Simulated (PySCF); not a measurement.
Consider C$_{4}$H$_{7}$F$_{3}$Si.

The calculation's input:

```
{"job": {"kind": "uv", "xc": "CAM-B3LYP", "basis": "def2-SVPD", "nstates": 8, "ntriplets": 3}, "charge": 0, "multiplicity": 1}
C     -2.094404     0.182694    -0.757056
C     -0.781137    -0.383852    -0.277921
C     -0.472908    -0.258798     1.234422
Si     0.688167     0.725308     0.134557
C      2.416258    -0.116681    -0.101986
F      2.353717    -1.460376    -0.060567
F      3.302432     0.248133     0.848311
F      2.995238     0.200029    -1.278988
H     -2.104271     0.281323    -1.840083
H     -2.914648    -0.474135    -0.469591
H     -2.271891     1.162606    -0.321187
H     -0.584007    -1.368236    -0.692587
H     -0.137221    -1.155902     1.737337
H     -1.221118     0.264625     1.811671
H      0.821380     2.161250     0.011756
```

Command:

```sh
OMP_NUM_THREADS=1 python probes_run.py task.json out
```

Geometry: GFN2-xTB.

Computed with CAM-B3LYP/def2-SVPD, SCF density, gas phase (PySCF).

### What can the converged electron density and electron localisation function tell about the bonding?

C–C (1.51 Å): ρ at the midpoint is about 1.7 e/Å³; the ELF peaks at about 0.95 between the atoms (a shared electron pair).
C–Si (1.89 Å): the density is about 0.85 e/Å³ at the midpoint; the ELF peaks at about 0.85 between the atoms; localised, covalent bonding.

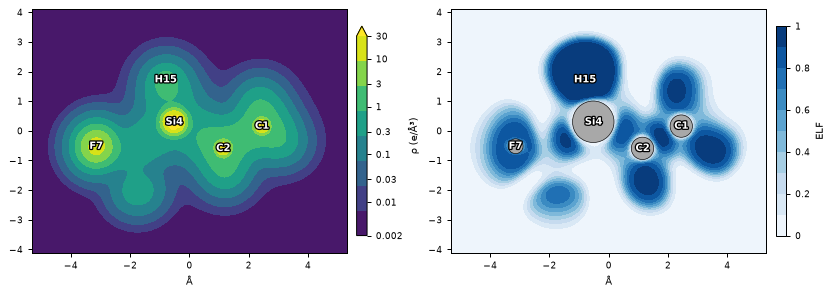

Computed electron density and electron localisation function on the plane of atoms C1, C2 and Si4, in this order. Grey discs cover the atomic cores in the ELF map. 
